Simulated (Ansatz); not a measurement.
# CH6AlCl2N: the cost of one run

Program: Ansatz 0.2.0, Gaussian basis. Level of theory: the settings change from run to run. These are calculated values, not measurements.

## Step 1: The relaxed structure

An earlier PBE0-D4 in a triple-zeta def2 set relaxation fixed the geometry.

SMILES `[CH3][Al-]([NH3+])([Cl])[Cl]`, 11 atoms, charge 0, spin multiplicity 1.

Atoms are counted from 1 here; the program's logs count them from 0.

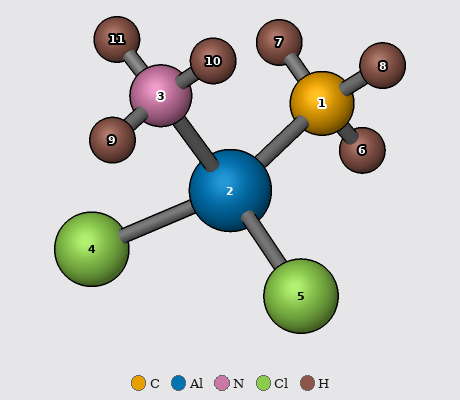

The structure; carbon amber, aluminium blue, nitrogen pink, chlorine green, hydrogen brown; atoms are numbered from 1 in the order of the file.

## Step 2: PBE0-DH/ANO-RCC-VTZP

in.yaml reads:

```yaml
crystal:
  periodic: [false, false, false]
  atoms:
    - {symbol: C, position_ang: [-1.573716, 0.259208, 0.571956]}
    - {symbol: Al, position_ang: [-0.005849, 0.568677, -0.535221]}
    - {symbol: N, position_ang: [1.386751, -0.787800, 0.025615]}
    - {symbol: Cl, position_ang: [-0.120786, 0.022907, -2.598021]}
    - {symbol: Cl, position_ang: [1.144830, 2.329939, -0.160915]}
    - {symbol: H, position_ang: [-2.368087, 0.966317, 0.315784]}
    - {symbol: H, position_ang: [-1.986153, -0.744951, 0.432617]}
    - {symbol: H, position_ang: [-1.360552, 0.394188, 1.636945]}
    - {symbol: H, position_ang: [2.215716, -0.639950, -0.543758]}
    - {symbol: H, position_ang: [1.657327, -0.682507, 0.998795]}
    - {symbol: H, position_ang: [1.075921, -1.743127, -0.123095]}
basis:
  gaussian: {orbitals: ANO-RCC-VTZP}
hamiltonian: {xc: {name: PBE0-DH}}
```

Launch:

```console
> ansatz run in.yaml --threads 4 --pin off --events-out ev --progress --plain --max-ram 10444MiB
```

**Question.** How long does this run take on 4 threads of Arm Neoverse V1, shared host, and how much memory does it need?

About 14 s, with a peak of 0.84 GiB.
